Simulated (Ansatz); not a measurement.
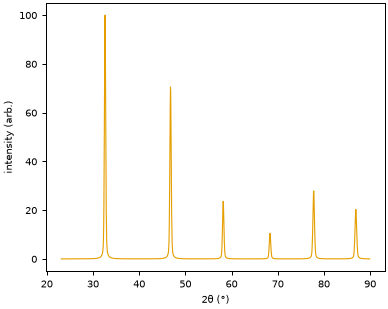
Fig. 1. Simulated powder pattern, Co Kα, λ = 1.79026 Å

The pattern belongs to a structure relaxed with DFT-r²SCAN in the program Ansatz with PAW potentials.

### Question
Which compound is it?
A) TaTe, Pmma (Ta on 2e, Te on 2f)
B) AlPt, rock salt
C) CdTe, CsCl type
D) SnTe, rock salt

### Answer
D, SnTe, rock salt

Space group Fm-3m (rock salt). Symmetry was held in the r²SCAN relaxation. At this level the phase is dynamically unstable (imaginary phonons). Scalar-relativistic: spin–orbit coupling is off unless named, which matters more the heavier the elements.

Potentials: the earlier of the program's two PAW sets.
